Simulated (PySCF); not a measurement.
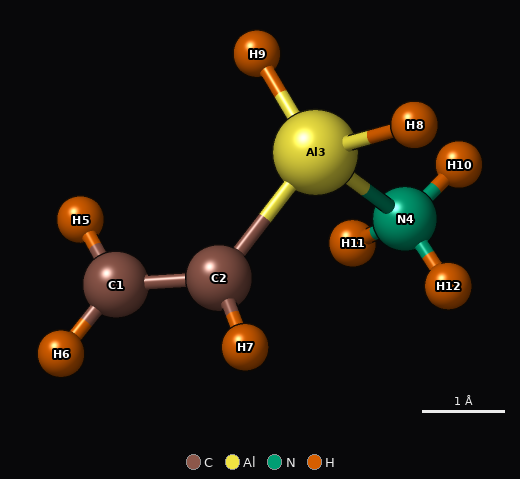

The structure (ball-and-stick view, seen at a tilt; atoms are numbered from 1 in the order of the input). Sticks mark near contacts. Bond lengths as drawn: Al–C 1.98 Å, Al–H 1.61 Å, Al–N 2.08 Å, C–C 1.34 Å, C–H 1.10 Å and H–N 1.02 Å.

NMR shielding calculation, with input and output: C$_{2}$H$_{8}$AlN

The run: NMR shielding calculation of C$_{2}$H$_{8}$AlN. Method and program: GIAO KT3/pcSseg-2 NMR shielding, non-relativistic, gas phase (PySCF 2.14.0).

The geometry comes from this level: PBE0-D3(BJ)/def2-SVP. Figures and captions count atoms from 1; the log counts them from 0 in places.

**Log**
```
coarse grid: 9824 points
cycle   1  E = -382.3242013681  dE = -3.669e-02  |g| = 5.752e-01  |ddm| = 2.309e+00
cycle   2  E = -382.1826289307  dE =  1.416e-01  |g| = 9.013e-01  |ddm| = 1.304e+00
cycle   3  E = -382.4138396615  dE = -2.312e-01  |g| = 1.243e-01  |ddm| = 9.537e-01
cycle   4  E = -382.4164895679  dE = -2.650e-03  |g| = 8.930e-02  |ddm| = 1.506e-01
cycle   5  E = -382.4186595534  dE = -2.170e-03  |g| = 1.559e-02  |ddm| = 6.558e-02
cycle   6  E = -382.4187413028  dE = -8.175e-05  |g| = 3.065e-03  |ddm| = 1.921e-02
cycle   7  E = -382.4187438629  dE = -2.560e-06  |g| = 1.040e-03  |ddm| = 3.535e-03
final grid: 88280 points
cycle   8  E = -382.4349410982  dE = -2.559e-04  |g| = 1.110e-02  |ddm| = 1.039e-01
cycle   9  E = -382.4349423714  dE = -1.273e-06  |g| = 7.579e-03  |ddm| = 8.516e-03
cycle  10  E = -382.4349481399  dE = -5.769e-06  |g| = 2.437e-03  |ddm| = 5.880e-03
cycle  11  E = -382.4349495634  dE = -1.423e-06  |g| = 4.158e-04  |ddm| = 1.738e-03
cycle  12  E = -382.4349495774  dE = -1.398e-08  |g| = 3.093e-04  |ddm| = 4.285e-04
cycle  13  E = -382.4349496024  dE = -2.503e-08  |g| = 8.223e-05  |ddm| = 2.466e-04
cycle  14  E = -382.4349496045  dE = -2.094e-09  |g| = 9.328e-06  |ddm| = 7.670e-05
cycle  15  E = -382.4349496045  dE = -1.933e-11  |g| = 3.771e-06  |ddm| = 1.099e-05
```

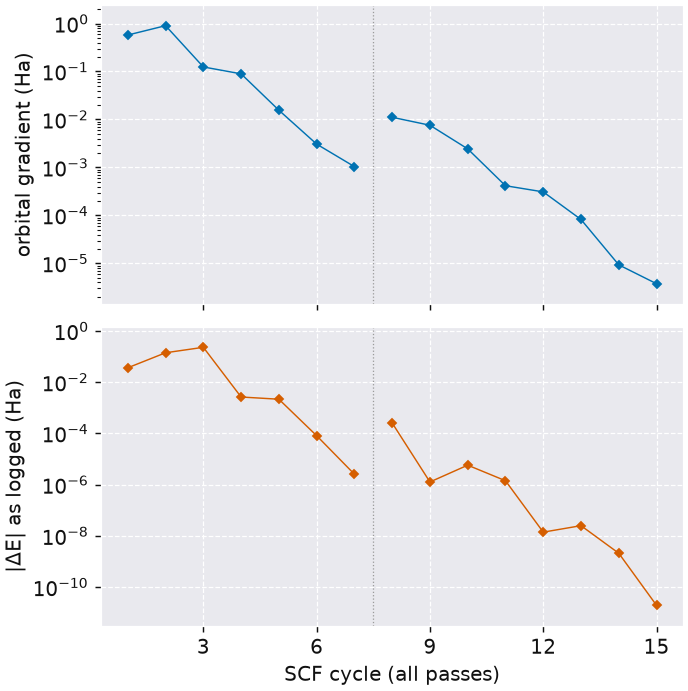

Convergence of the self-consistent field: orbital gradient and size of the energy change against the SCF cycle. The dotted line marks the change from a coarse to the final integration grid. The first 7 cycles use a coarse grid, the final grid takes over at cycle 8, and the field converges after 15 cycles in all.

```
converged SCF energy = -382.4349496045

GIAO shielding tensors (ppm)
atom      isotropic    diamagn.    paramagn.     s11        s22        s33       span
  0 C       43.925     252.201    -208.276    -73.660     54.634    150.800    224.459
  1 C       32.516     255.080    -222.564    -94.091     15.943    175.695    269.786
  2 Al     433.761     795.766    -362.005    401.261    441.983    458.038     56.777
  3 N      226.787     309.646     -82.860    217.246    226.410    236.705     19.459
  4 H       25.240      32.253      -7.013     22.133     24.878     28.710      6.577
  5 H       24.809      28.886      -4.077     21.766     24.308     28.353      6.587
  6 H       24.724      31.179      -6.455     20.901     26.170     27.102      6.201
  7 H       27.321      29.500      -2.179     25.000     25.660     31.304      6.304
  8 H       27.488      30.492      -3.003     25.276     26.074     31.115      5.839
  9 H       29.576      28.842       0.734     24.350     24.958     39.420     15.070
 10 H       29.746      31.481      -1.735     24.562     26.308     38.368     13.806
 11 H       29.711      30.573      -0.862     24.548     25.886     38.699     14.151
```

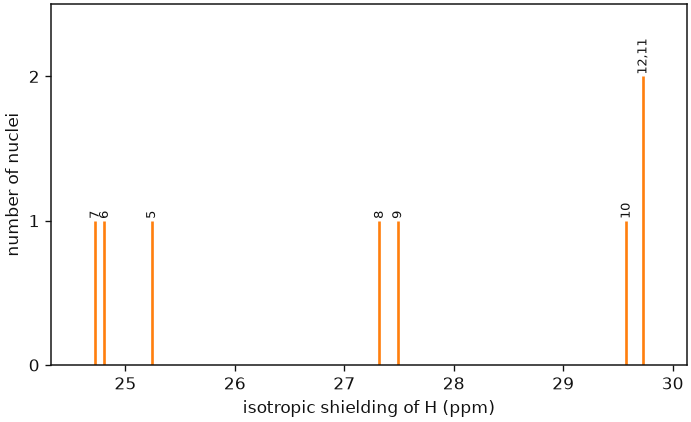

Isotropic shieldings of the hydrogen nuclei in this fixed geometry, labelled by atom number; shielding grows to the right, so chemical shift grows to the left. The least shielded is H7 (24.7 ppm), the most shielded H11 (29.7 ppm).

This output came from the following input.

**Input file**
```
{"job": {"kind": "nmr", "xc": "KT3", "basis": "pcSseg-2", "pop": false}, "charge": 0, "multiplicity": 1}
C      2.141753     0.321979     0.236759
C      1.061355    -0.274852     0.766455
Al    -0.400087    -0.990613    -0.354078
N     -1.740028     0.592191    -0.227298
H      2.266387     0.428386    -0.849876
H      2.965793     0.724517     0.842627
H      1.055804    -0.343677     1.866511
H     -1.327169    -2.162238     0.238948
H     -0.115548    -0.947934    -1.936546
H     -2.578210     0.449037    -0.792175
H     -1.288033     1.448270    -0.552428
H     -2.040490     0.754468     0.734794
```

The first line tells a small driver script what to run in PySCF; the rest is the geometry in Å.

**Key numbers**

| quantity | value |
| --- | --- |
| outcome | converged |
| total energy | −382.434950 hartree |
| HOMO | −6.06 eV |
| LUMO | −1.54 eV |
| dipole moment | 5.12 D |
| isotropic shielding, C | 32.5 to 43.9 ppm |
| isotropic shielding, Al | 433.8 ppm |
| isotropic shielding, N | 226.8 ppm |
| isotropic shielding, H | 24.7 to 29.7 ppm |
| hardware | 1 CPU thread, shared host |
| wall time | 36 s |
| peak memory | 0.94 GiB |
